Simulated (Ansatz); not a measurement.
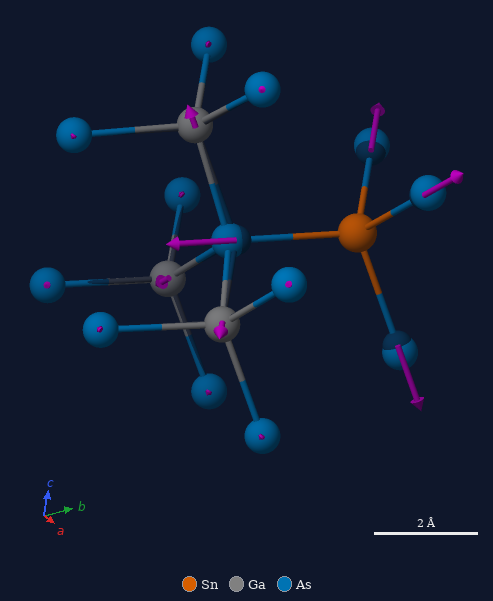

This is a relaxation of a defect cell of composition Ga₂₆SnAs₂₇ (cell charge +1). The starting structure is drawn faded, the final one solid; purple arrows show the displacements, 10 times their true length.

Style: ball-and-stick. Shown: the atoms within 4.2 Å of the atom that moves most (axes of the cell of the calculation), slightly off an axis.

All numbers below come from Ansatz, DFT, PBE, plane-wave PAW, default files, scalar-relativistic, frozen cores. Set-up: plane-wave cutoff 420 eV; k-point mesh 3 × 3 × 3; occupations fermi dirac; smearing width 0.01 eV; no spin polarisation; potentials kind: paw, frozen_core: stored; atoms relaxed in a fixed cell; force threshold 0.02 eV/Å; at most 50 steps.

> Which element moves most?

Arsenic: up to 0.14 Å, against 0.05 Å for gallium.

> What did the optimiser do to the structure, and how much energy did it gain?

The largest moves, 0.14 Å, are those of As atoms. By element the largest moves are As 0.14 Å, Ga 0.05 Å. Sn stays in place. The cell doesn't change. Near-neighbour distances that change, for instance: As–Sn 2.448 → 2.590 Å, As–Ga 2.448 → 2.438 Å. Among the angles between lasting bonds that change: As–Ga–As 109.5° → 105.0°, Sn–As–Ga 109.5° → 106.3°, Ga–As–Ga 109.5° → 112.4°. Over 3 geometry steps the energy falls by 0.577 eV per cell of the calculation. Largest force component: 1 eV/Å at the start, 0.0041 eV/Å at the end. Cost: 2.6 min on 4 threads of Intel(R) Xeon(R) 6975P-C (Granite Rapids), on a shared host, peak memory 5.5 GiB.

Limits of the set-up: the cell is charged, on a uniform background, and energies carry no finite-size correction.
